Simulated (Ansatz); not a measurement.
System: TaTl.

Input

```
crystal:
  lattice:
    - [3.62212054, 0.0, 0.0]
    - [0.0, 3.62212054, 0.0]
    - [0.0, 0.0, 3.62212054]
  atoms:
    - { symbol: Ta, position: [0.0, 0.0, 0.0] }
    - { symbol: Tl, position: [0.5, 0.5, 0.5] }
hamiltonian:
  xc: blyp
  pseudopotentials: { kind: paw }
kpoints:
  mp_grid: { grid: [7, 7, 7] }
  band_path:
    path:
      - [[0.0, 0.0, 0.0], [0.0, 0.5, 0.0], [0.5, 0.5, 0.0], [0.0, 0.0, 0.0], [0.5, 0.5, 0.5], [0.0, 0.5, 0.0]]
      - [[0.5, 0.5, 0.0], [0.5, 0.5, 0.5]]
    npoints: 14
scf:
  occupations: { method: fermi_dirac, width: 0.05 }
  n_extra_bands: 6
output:
  forces: true
  stress: true
  eigenvalues: true
  fatbands: true
  write_density: true
  write_potential: true
  elf: true
  volumetric_format: npy
```

Command:

```sh
ansatz run input.yaml --threads 2 --pin off --max-ram 5632MiB --backend cpu --events-out ev --progress --plain --runs-dir out
```

Below, planes, directions and counts refer to the conventional cell (a = 3.62 Å, b = 3.62 Å, c = 3.62 Å, α = 90.00°, β = 90.00°, γ = 90.00°).

Space group Pm-3m; a generated structure, not necessarily the stable one; computed pressure about −8 GPa in this cell.

These are results of Ansatz, Kohn-Sham DFT of a periodic cell, BLYP, Ansatz PAW, not measurements.

Predict the valence pseudo-density and electron localisation function between the atoms.

Answer. Ta–Tl (3.14 Å): ρ is about 0.19 e/Å³ halfway; the ELF is about 0.30 at the midpoint; no localised pair shows between them.

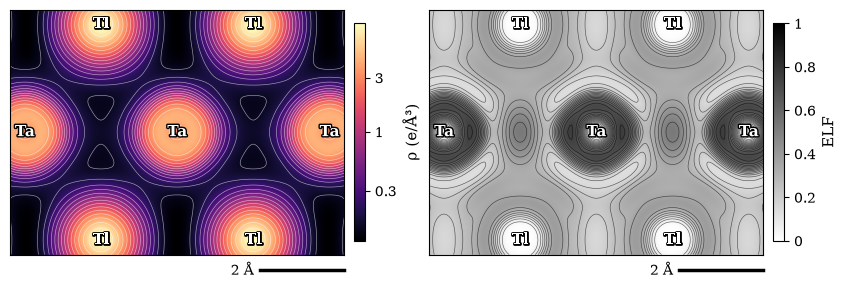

Computed valence pseudo-density and electron localisation function on the (101̄) plane of the conventional cell, in this order. 

The density is the valence pseudo-density of a PAW calculation; it isn't the true density close to the nuclei.
